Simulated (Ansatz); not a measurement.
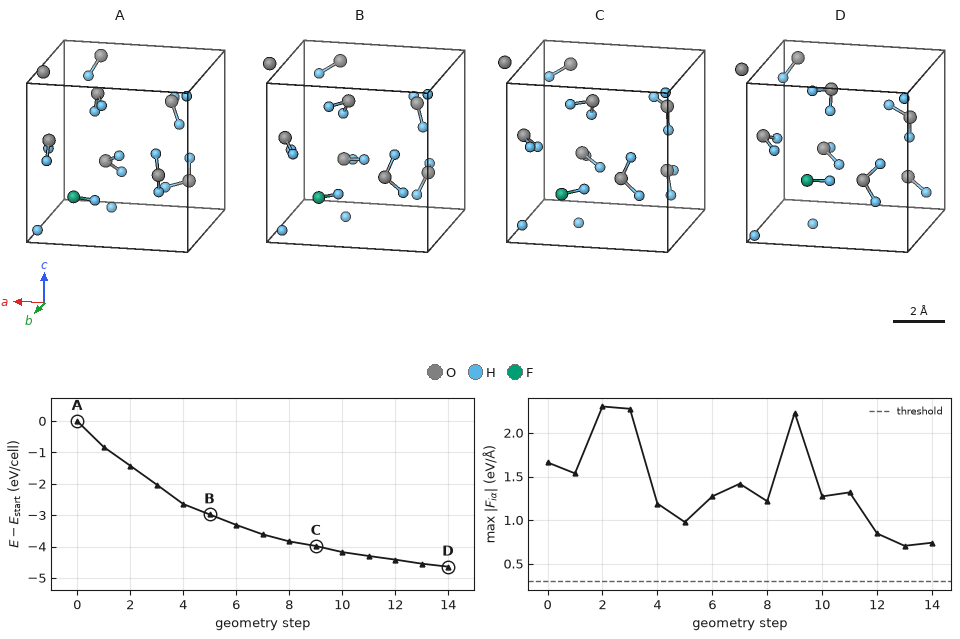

Frames of a relaxation of an amorphous cell of composition H₁₇O₈F, marked on the history of the run. The picture is a ball-and-stick view of the cell of the calculation, seen from a free direction.

The cell holds 8 H2O + 1 HF. The run prepares the start of a later molecular dynamics calculation, from a guessed geometry.

The calculation used DFT r2SCAN-D3(BJ), scalar-relativistic, plane waves, PAW in Ansatz 0.2.0. Settings: plane-wave cutoff 500 eV; k-point mesh 1 × 1 × 1; occupations fermi dirac; smearing width 0.05 eV; no spin polarisation; atoms relaxed in a fixed cell; force threshold 0.3 eV/Å; at most 15 steps.

Describe the path.

The relaxation stopped without meeting its thresholds, so the last structure isn't shown to be converged. It used up its limit of 15 steps. Over 14 geometry steps the energy falls by 4.641 eV per cell of the calculation. Largest force component: 1.7 eV/Å at the start, 0.74 eV/Å at the end. The largest move is that of an H atom, 1.63 Å roughly along −a. Largest moves by element: H 1.63 Å, F 1.15 Å, O 1.07 Å. The cell stays as it was. Some distances before and after: F–H 0.934 → 0.984 Å, H–O 0.969 → 0.987 Å. The run took 2.6 min on 1 thread of Intel(R) Xeon(R) 6975P-C (Granite Rapids), on a shared host, peak memory 0.83 GiB. From step 0 to 5: an O atom moves most (0.67 Å), energy −2.977 eV per cell of the calculation. From step 5 to 9: an H atom moves most (0.59 Å), energy −1.004 eV per cell of the calculation. From step 9 to 14: an H atom moves most (0.78 Å), energy −0.660 eV per cell of the calculation.

Limits of the set-up: the periodic images lie only 6.5 Å apart, so the values are limited by the cell's size.
